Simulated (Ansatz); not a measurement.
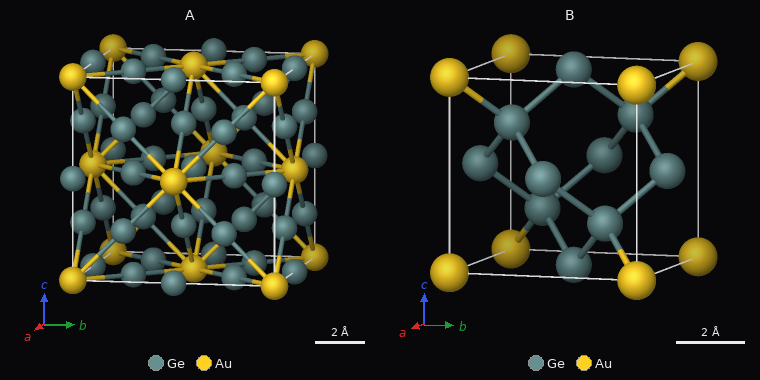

Two structures of Ge$_{7}$Au, each relaxed to rest (conventional cells in solid outline, small ones repeated, not to one scale). Method: DFT PBE, scalar-relativistic, plane waves, PAW (Ansatz 0.2.0), without spin polarisation.

Question: Identify the two structures.

Answer: A: 32 atoms a cell on a face-centred cubic lattice, Fm-3m. B: 8 atoms a cell on a primitive cubic lattice, P-43m.

Question: Compare their energies: which is lower?

Answer: B is lower, by 209 meV/atom at this level of theory (energies at zero smearing). Volumes: A 19.3, B 24.4 Å³/atom.

One or both may be structure types tried for this composition rather than known phases.
